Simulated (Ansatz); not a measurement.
The calculation's input:

```
crystal:
  periodic: [false, false, false]
  atoms:
    - { symbol: Al, position_ang: [0.0, 0.0, 0.0] }
    - { symbol: F, position_ang: [0.0, 0.0, 1.94] }
    - { symbol: H, position_ang: [1.351, 0.0, -0.78] }
    - { symbol: H, position_ang: [-1.351, 0.0, -0.78] }
    - { symbol: C, position_ang: [0.0, 0.0, 3.57] }
    - { symbol: H, position_ang: [-0.5653, -0.8805, 3.9405] }
    - { symbol: H, position_ang: [1.0452, -0.0494, 3.9405] }
    - { symbol: H, position_ang: [-0.4798, 0.9298, 3.9405] }
magnetization:
  spin_polarized: true
  initial_magnetization: 1
basis:
  gaussian: { orbitals: def2-SVP }
hamiltonian:
  xc: r2scan
  dispersion: d4
relax:
  f_tol: 0.15
  max_steps: 25
  restrain:
    - { distance: [1, 4], at: 2.53, k: 30.0 }
    - { distance: [0, 1], at: 1.69, k: 30.0 }
output:
  orbitals: {}
```

Command:

```sh
ansatz run input.yaml --threads 2 --pin off --max-ram 3072MiB --backend cpu --events-out ev --progress --plain --runs-dir out
```

The fields are those of the run's last geometry, not of the input's.

Not at a stationary point (largest force 0.7 eV/Å).

The calculation used Ansatz, UKS r2SCAN-D4/def2-SVP.

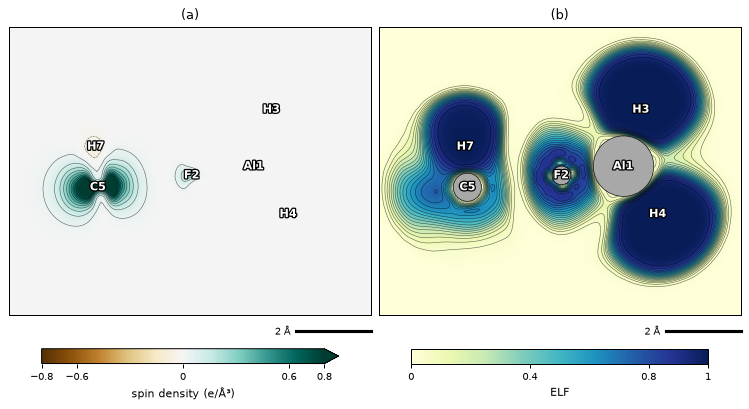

AlFH₂···CH₃ (doublet). (a) spin density (α minus β); (b) electron localisation function on the plane of atoms F2, Al1 and H4. Grey discs cover the atomic cores in the ELF map.

Q: What do the fields say about this system?

A:
- Atoms in the plane: Al, F, H and C.
- C5···F2 (2.54 Å): the ELF dips to about 0.05 between them.
- Al–F (1.68 Å): the ELF peaks at about 0.85 in the valence shell of F, 0.7 Å from its nucleus, and is about 0.25 at the midpoint.
- C–H (1.09 Å): the ELF climbs to about 1 towards the hydrogen, as it does in any bond to H (an ordinary covalent bond to hydrogen).
- Al–H (1.58 Å): the ELF climbs to about 1 towards the hydrogen.
- The ELF also peaks beside F2, away from the bonds: non-bonding electrons, paired or unpaired.
- The unpaired spin (1 electron) lies mostly on C5 (about 0.8), in electrons by Hirshfeld's partition.
